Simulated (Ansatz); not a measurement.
Cl$_{3}$HZr···HCl

The calculation's input:

```
crystal:
  periodic: [false, false, false]
  atoms:
    - {symbol: Zr, position_ang: [-0.340410, 0.522125, -0.416338]}
    - {symbol: Cl, position_ang: [0.720348, -2.028902, 0.722802]}
    - {symbol: Cl, position_ang: [0.921269, -0.147111, -2.261182]}
    - {symbol: Cl, position_ang: [-2.386912, -0.539694, -0.059543]}
    - {symbol: Cl, position_ang: [-0.836917, 2.754691, -0.764984]}
    - {symbol: H, position_ang: [1.278095, -1.362036, 1.667799]}
    - {symbol: H, position_ang: [0.644426, 0.800926, 1.111545]}
basis:
  gaussian: {orbitals: def2-TZVPP}
hamiltonian: {xc: pbe0, dispersion: d4}
output: {orbitals: {seedname: orbitals}}
```

Launched as:

```sh
ansatz run in.yaml --threads 8 --pin off --events-out ev --progress --plain --max-ram 19148MiB
```

The product side of a reaction path; geometry: PBE0-D4/def2-TZVP; core potentials replace the inner electrons of Zr.

These are results of Ansatz, RKS PBE0-D4/def2-TZVPP, not measurements.

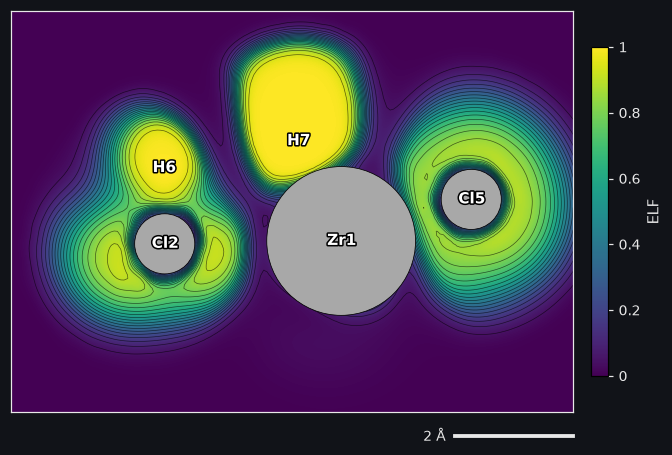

Figure 1. Electron localisation function on the plane of atoms Cl5, Zr1 and H7. Grey discs cover the atomic cores.

**Interpret the plot.**

The section cuts through Zr, Cl and H sites. Zr1···Cl2 (2.99 Å): the ELF peaks at about 0.90 in the valence shell of Cl, 0.9 Å from its nucleus, and is about 0.15 at the midpoint. Zr–Cl (2.31 Å): the ELF peaks at about 0.85 in the valence shell of Cl, 0.8 Å from its nucleus, and is about 0.35 at the midpoint. Cl–H (1.28 Å): the ELF climbs to about 1 towards the hydrogen, as it does in any bond to H (an ordinary covalent bond to hydrogen). Zr–H (1.84 Å): the ELF climbs to about 1 towards the hydrogen. The ELF also peaks beside Cl2, away from the bonds: lone-pair regions.

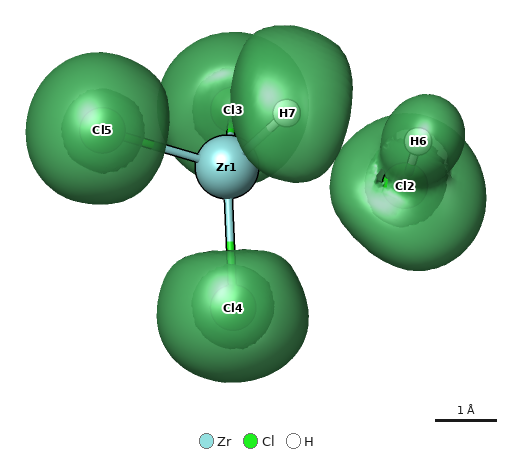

Figure 2. Isosurface of the ELF at 0.75 (green), seen at a tilt. Only the valence region is drawn (cores and ρ < 0.01 e/Å³ removed).

**Where are the electrons localised?**

The surface consists of one region around a hydrogen nucleus, three regions wrapped around Cl (the valence shell of each) and one joined region spread over several atoms (Cl, H), in which their bonds and any lone pairs are merged.

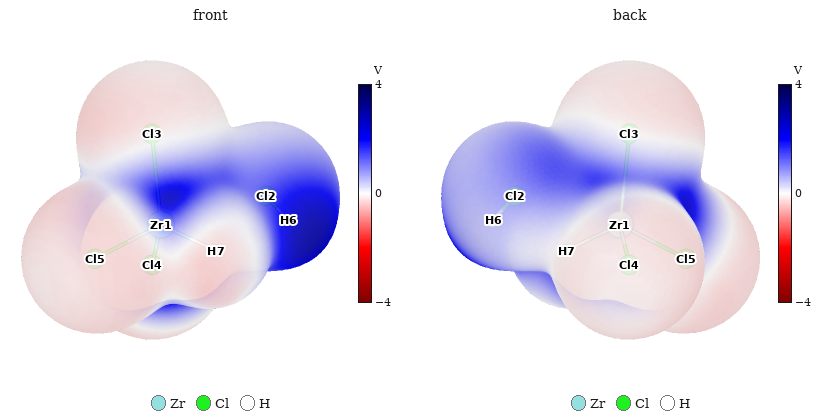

Figure 3. The electrostatic potential painted on the density surface at 0.002 e/bohr³, seen from the front and from behind; red is negative and blue positive.

**Which sites attract a positive test charge, and which a negative one?**

A positive charge is drawn to the negative regions and a negative charge to the positive ones. The most negative region (about −0.3 V) lies over Cl3, Cl4, Cl5 and H7, the most positive (about +2.9 V) over H6. Cl2 shows a σ-hole: about +1.4 V at the tip opposite its bond, against about +0.3 V on its flanks.
